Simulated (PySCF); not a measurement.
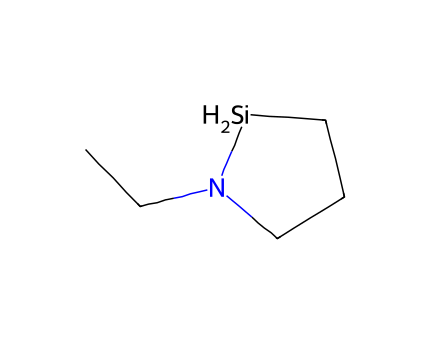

Computed geometry: GFN2-xTB optimisation. No frequency run is at hand to confirm it as a minimum. Properties computed with PBE0/def2-SVPD, gas phase (PySCF 2.14.0). Excitations: vertical, linear response.

What does the calculation give?

The species is C5H13NSi (`CCN1CCC[SiH2]1`).
- dipole moment: 0.72 D
- HOMO energy (Kohn–Sham orbital): −6.12 eV
- LUMO energy (Kohn–Sham orbital): 0.57 eV
- HOMO–LUMO gap: 6.69 eV
- mean static polarisability: 91.7 bohr³
- lowest vertical singlet excitation: 5.41 eV
- its oscillator strength: 0.005
- brightest of the 6 lowest singlets: 6.28 eV
- its oscillator strength: 0.03

The geometry is semi-empirical. Around Si such bond lengths and angles can be off by a tenth of an ångström or more and by several degrees, and values that hang on the shape move with them.
